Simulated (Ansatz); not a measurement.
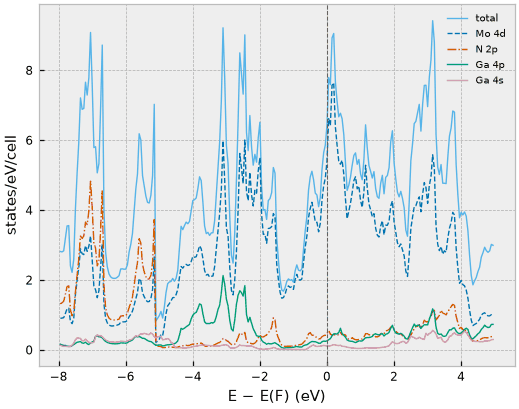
Total and projected density of states of GaMo₂N in space group P6_3/mmc (No. 194; Ga on 2d, Mo on 4f, N on 2a), plane-wave PAW PBEsol (Ansatz code)

### Question
Which orbitals carry the states next to the Fermi level?

### Answer
Within 0.5 eV of the Fermi level: Mo 4d 83 %, N 2p 7 %, Ga 4p 5 %. Projections are on Löwdin-orthogonalised atomic valence shells; empty p or d shells of many metals are not among them.

### Question
Where is the tallest occupied peak in this window, and what makes it?

### Answer
Near -3.1 eV, about 9.2 states/eV per cell; the largest projected share is Mo 4d.

The start of the workflow was typed in or built on a structure type; neither database checked (COD, Materials Project) lists it. Its standing as an ambient phase is unchecked. The cell was relaxed with PBEsol under the symmetry of its start; whether a distortion lowers the energy is not shown. The workflow began spin-polarised and lost its moments. Spin–orbit coupling is left out wherever it is not named.

Potentials: the earlier of the program's two PAW sets. The files were generated under PBE; for other functionals the program regenerates the frozen cores, and for LDA and PBEsol the local potential too.
